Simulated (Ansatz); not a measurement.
# C4H13InN2S (SMILES C[N](C)[In]([SH])[N](C)C): what the fields show

Input

```
crystal:
  periodic: [false, false, false]
  atoms:
    - {symbol: C, position_ang: [1.112352, -1.115310, -2.711564]}
    - {symbol: N, position_ang: [0.926212, -0.862481, -1.307680]}
    - {symbol: C, position_ang: [1.852950, -1.587133, -0.481883]}
    - {symbol: In, position_ang: [-0.618292, 0.223713, -0.627289]}
    - {symbol: S, position_ang: [-2.261828, 0.855857, -2.237252]}
    - {symbol: N, position_ang: [-0.793843, 0.840828, 1.276150]}
    - {symbol: C, position_ang: [-2.017644, 1.373474, 1.808945]}
    - {symbol: C, position_ang: [0.246975, 0.737775, 2.262530]}
    - {symbol: H, position_ang: [2.121119, -0.822704, -3.042640]}
    - {symbol: H, position_ang: [0.396713, -0.551807, -3.315254]}
    - {symbol: H, position_ang: [0.989176, -2.181745, -2.959356]}
    - {symbol: H, position_ang: [1.664668, -1.414575, 0.579717]}
    - {symbol: H, position_ang: [2.895021, -1.293696, -0.685748]}
    - {symbol: H, position_ang: [1.788110, -2.674079, -0.651158]}
    - {symbol: H, position_ang: [-2.835088, 1.752936, -1.418109]}
    - {symbol: H, position_ang: [-2.417363, 0.750483, 2.625099]}
    - {symbol: H, position_ang: [-1.876339, 2.386636, 2.217519]}
    - {symbol: H, position_ang: [-2.792774, 1.433802, 1.040853]}
    - {symbol: H, position_ang: [0.450247, 1.713478, 2.731536]}
    - {symbol: H, position_ang: [1.184455, 0.394004, 1.820570]}
    - {symbol: H, position_ang: [-0.014834, 0.040544, 3.075005]}
basis:
  gaussian: {orbitals: def2-TZVPP}
hamiltonian: {xc: pbe0, dispersion: d4}
output: {orbitals: {seedname: orbitals}}
```

Launched as:

```sh
ansatz run in.yaml --threads 4 --pin off --events-out ev --progress --plain --max-ram 66560MiB --backend cuda --devices 0, --max-vram 37GiB
```

Geometry: PBE0-D4/def2-TZVP; core potentials replace the inner electrons of In.

Level of theory: Ansatz, RKS PBE0-D4/def2-TZVPP.

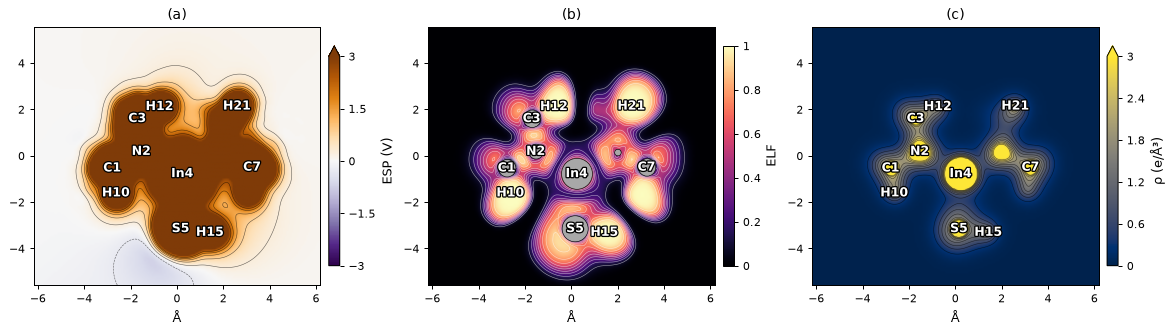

Figure 1. (a) electrostatic potential; (b) ELF; (c) electron density on the plane of atoms C1, N2 and In4. Grey discs cover the atomic cores in the ELF map.

### Read the bonding off the picture.

- The plane passes through C, N, In, S and H nuclei.
- C–N (1.44 Å): the density is about 2 e/Å³ at the midpoint; the ELF peaks at about 0.90 between the atoms: a shared electron pair.
- In–N (2.01 Å): ρ is about 0.8 e/Å³ halfway; the ELF peaks at about 0.85 in the valence shell of N, 0.6 Å from its nucleus, and drops to about 0.15 between the two atoms.
- In–S (2.39 Å): ρ is about 0.57 e/Å³ halfway; the ELF peaks at about 0.85 in the valence shell of S, 0.9 Å from its nucleus, and drops to about 0.20 between the two atoms.
- C–H (1.09 Å): the density is about 2 e/Å³ at the midpoint; the ELF climbs to about 1 towards the hydrogen, as it does in any bond to H; a covalent bond by its length.
- S–H (1.34 Å): ρ is about 1.5 e/Å³ halfway; the ELF climbs to about 1 towards the hydrogen.
- The ELF also peaks beside S5, away from the bonds: lone-pair regions.
- Outside the dense part of the molecule the potential is most negative (−0.7 V) near S5.

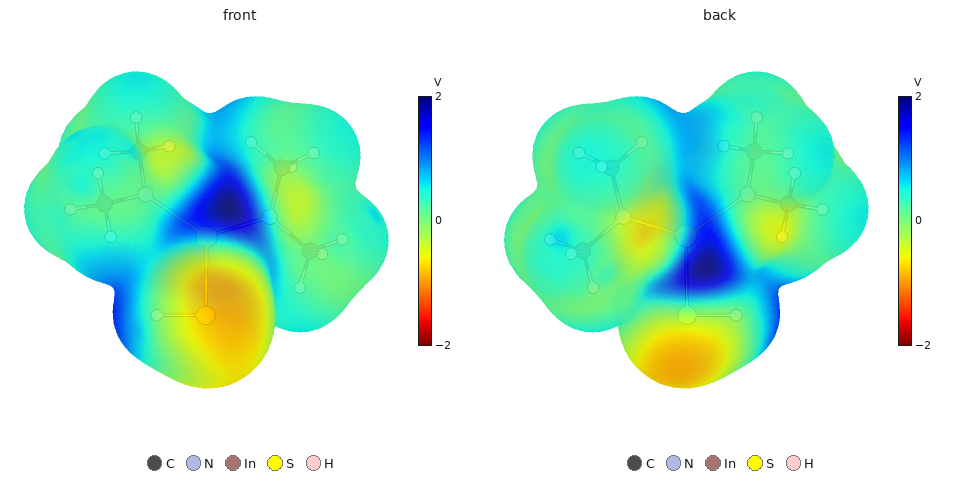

Figure 2. The electrostatic potential painted on the density surface at 0.002 e/bohr³, seen from the front and from behind; the colour scale runs from red (negative) to blue (positive).

### Which sites attract a positive test charge, and which a negative one?

A positive charge is drawn to the negative regions and a negative charge to the positive ones. The most negative region (about −0.9 V) lies over S5, the most positive (about +1.9 V) over In4.

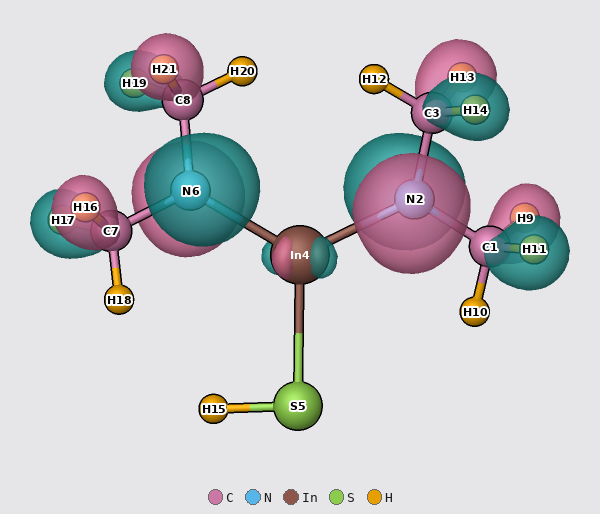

Figure 3. The HOMO at ±0.1 Å⁻³ᐟ² (teal and pink are the two phases), seen across its widest extent.

### Where does this orbital lie, and at what energy?

Its weight (Hirshfeld) is mainly on N2 (about 30 %), N6 (about 25 %) and In4 (about 5 %). Its energy is −5.80 eV.

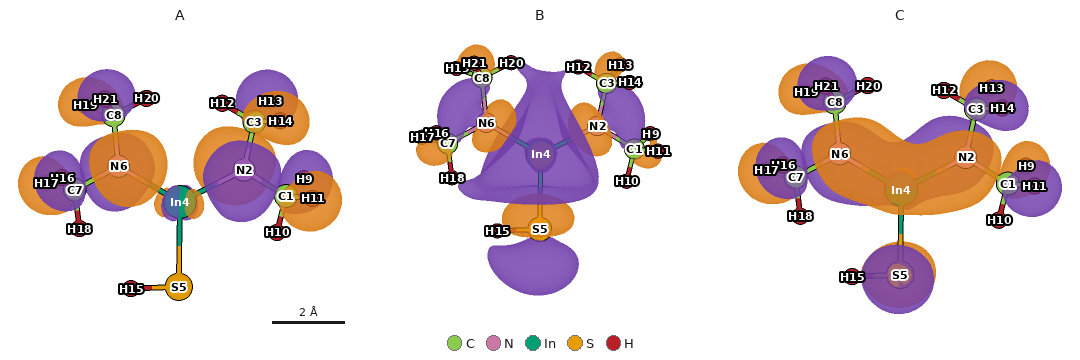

Figure 4. Three frontier orbitals at ±0.06 Å⁻³ᐟ² (orange and purple are the two phases), in no order.

### Order the three orbitals by energy and name them.

C is the HOMO−1 (−6.27 eV). Its weight (Hirshfeld) is mainly on N6 (about 25 %), N2 (about 20 %), In4 (about 10 %) and S5 (about 10 %). A is the HOMO (−5.80 eV). By Hirshfeld shares it lies mainly on N2 (about 30 %), N6 (about 25 %) and In4 (about 5 %). B is the LUMO (−0.88 eV). Its weight (Hirshfeld) is mainly on In4 (about 45 %), S5 (about 20 %), N6 (about 10 %) and N2 (about 10 %).

### What is the HOMO–LUMO gap?

4.92 eV between the orbital energies.
